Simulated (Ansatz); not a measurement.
The figure comes from a scan of Au (fcc, Cu type): a phonon pattern at L = (0.5, 0.0, 0.0) is frozen into a 2-atom cell, Q being the largest atomic displacement. Calculation: PBE (plane waves to 420 eV, PAW, scalar-relativistic; Ansatz, an electronic-structure program). k mesh 19×19×19 (Γ-centred), Fermi-Dirac smearing 0.05 eV. Energies are smeared free energies. With partly filled bands, energies and forces of such displacements shift with the k mesh and the smearing. Au was relaxed with its symmetry unable to fall. Spin-orbit coupling is left out, though Au is heavy. ΔE is measured from the undisplaced structure.

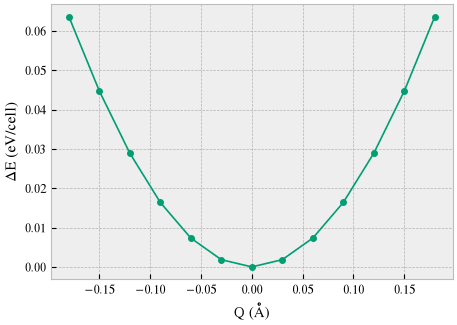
ΔE (eV/cell) against Q (Å); one marker a computed point.

**Question.** List the plotted points as numbers.

**Answer.** To the nearest 0.001:

| Q (Å) | ΔE (eV/cell) |
|---|---|
| -0.180 | 0.064 |
| -0.150 | 0.045 |
| -0.120 | 0.029 |
| -0.090 | 0.016 |
| -0.060 | 0.007 |
| -0.030 | 0.002 |
| 0.000 | 0.000 |
| 0.030 | 0.002 |
| 0.060 | 0.007 |
| 0.090 | 0.016 |
| 0.120 | 0.029 |
| 0.150 | 0.045 |
| 0.180 | 0.064 |

(A displaced cell: forces are minus the slopes of the energy, force constants its curvatures, and phonons follow from these.)
